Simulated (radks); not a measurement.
# Atomic calculation, with input and output: Ne³⁺

The Ne³⁺ ion in the configuration [He] 2s2 2p3 (high spin). Computed at this level: non-relativistic Kohn-Sham, LDA (Slater exchange, Perdew-Wang correlation), spin-polarised, spherical densities, point nucleus (the in-house radial solver radks).

## Key numbers

```
                       quantity                      value
                        outcome                  converged
                   total energy        −123.553067 hartree
                 kinetic energy         123.207321 hartree
        electron–nucleus energy        −280.246405 hartree
                 Hartree energy          43.385833 hartree
    exchange–correlation energy          −9.899815 hartree
radius at density 0.001 e/bohr³                  2.16 bohr
                 SCF iterations                         13
                       hardware  1 CPU thread, shared host
```

## Input
```
Z 10
configuration [He] 2s2 2p3
relativity non-relativistic
functional lda,pw
spin polarised
nucleus point
```

Energies in input and log are in hartree, lengths in bohr.

## Log
```
1s      1   1.0000         -33.40523189
2s      1   1.0000          -3.87750912
2p      1   3.0000          -3.07687161
1s      2   1.0000         -33.25487522
2s      2   1.0000          -3.58369322
2p      2   0.0000          -2.75762342
Etot -123.5530672229021
Ekin 123.20732063184361
Encl -280.24640502117074
Eh 43.385832524320506
Exc -9.899815357895495
err 5.856371848435539e-10
it 13
```

## Slater integrals of the outer shells (hartree)

| integral | value |
| --- | --- |
| F0(2p,2p) | 1.2319 |
| F2(2p,2p) | 0.5713 |
| F0(2p,2s) | 1.1777 |
| G1(2p,2s) | 0.7058 |
| F0(2p,1s) | 1.7225 |
| G1(2p,1s) | 0.2333 |
| F0(2s,2s) | 1.1421 |
| F0(2s,1s) | 1.6109 |
| G0(2s,1s) | 0.1328 |
| F0(1s,1s) | 5.9230 |

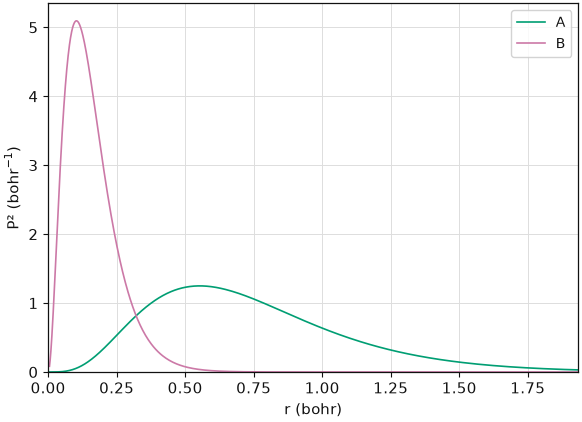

The radial probability densities P² of 1s up and 2p up. A is 2p up; B is 1s up. 1s up: outer maximum at 0.103 bohr, ⟨r⟩ = 0.159 bohr, 0 nodes, eigenvalue −909.0 eV; 2p up: outer maximum at 0.553 bohr, ⟨r⟩ = 0.744 bohr, 0 nodes, eigenvalue −83.7 eV.

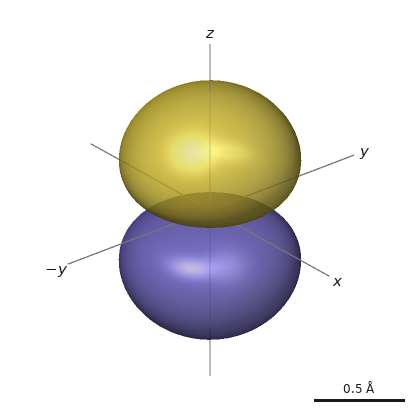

The 2p(z) orbital of up spin. The surface of constant |ψ| that holds about 90 % of the electron is drawn, yellow where ψ is positive and blue where it is negative. The radial function comes from the spherical calculation and is multiplied by a real spherical harmonic; the overall sign is chosen so that the largest lobe of P(r) is positive. It has the nodal plane xy and no radial node. The maximum of P² lies at 0.553 bohr, ⟨r⟩ = 0.744 bohr, 90 % of the charge lies within 1.23 bohr, and the eigenvalue is −83.7 eV, with 3 electrons in the shell for this spin.

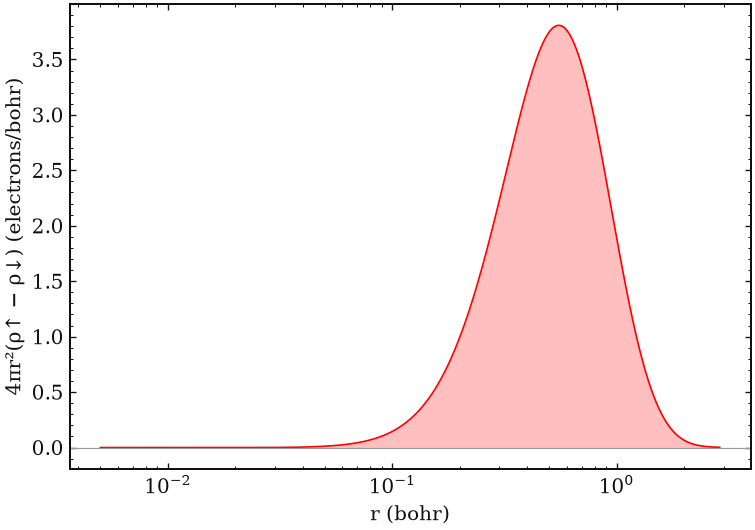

The radial spin density. The curve integrates to 3 unpaired electrons, held by 2p (+3). Its largest value, 3.81 electrons/bohr, lies near r = 0.55 bohr. Regions of the opposite sign are negligible. At the nucleus the spin density is −0.285 bohr⁻³.
